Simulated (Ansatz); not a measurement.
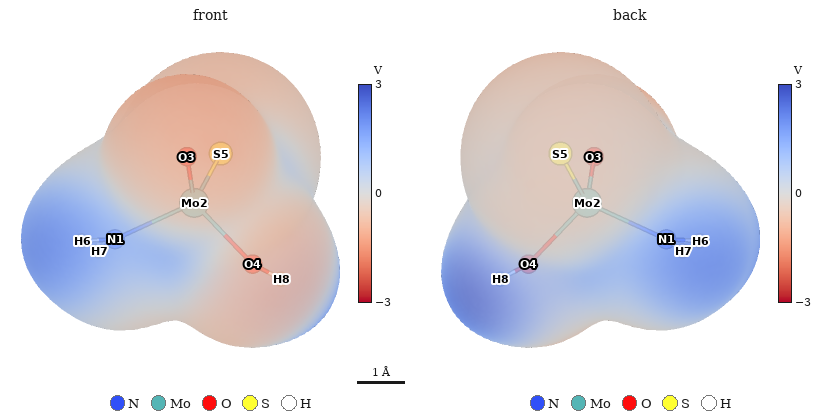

H₃MoNO₂S (SMILES [NH2][Mo](=[O])([OH])=[S]). The molecular electrostatic potential painted on the density surface at 0.001 e/bohr³, seen from the front and from behind; red is negative and blue positive.

Geometry: PBE0-D4/def2-TZVP; core potentials replace the inner electrons of Mo.

Computed with RKS PBE0-D4/def2-TZVPP in Ansatz 0.2.0.

The calculation's input:

```
crystal:
  periodic: [false, false, false]
  atoms:
    - {symbol: N, position_ang: [-0.666684, 0.660843, 1.062517]}
    - {symbol: Mo, position_ang: [0.508187, -0.299879, -0.105023]}
    - {symbol: O, position_ang: [1.297541, -1.450376, 0.813538]}
    - {symbol: O, position_ang: [-0.470655, -1.174395, -1.442042]}
    - {symbol: S, position_ang: [1.849028, 1.088058, -0.972266]}
    - {symbol: H, position_ang: [-0.958293, 0.291369, 1.955659]}
    - {symbol: H, position_ang: [-0.911160, 1.633814, 0.957330]}
    - {symbol: H, position_ang: [-0.555765, -0.806635, -2.325514]}
basis:
  gaussian: {orbitals: def2-TZVPP}
hamiltonian: {xc: pbe0, dispersion: d4}
output: {orbitals: {seedname: orbitals}}
```

Run with:

```sh
ansatz run in.yaml --threads 4 --pin off --events-out ev --progress --plain --max-ram 10444MiB
```

> Where is the surface potential most negative and most positive?

The most negative region (about −1.2 V) lies over O3, the most positive (about +2.3 V) over H8. O3 is the likeliest acceptor of a hydrogen bond.
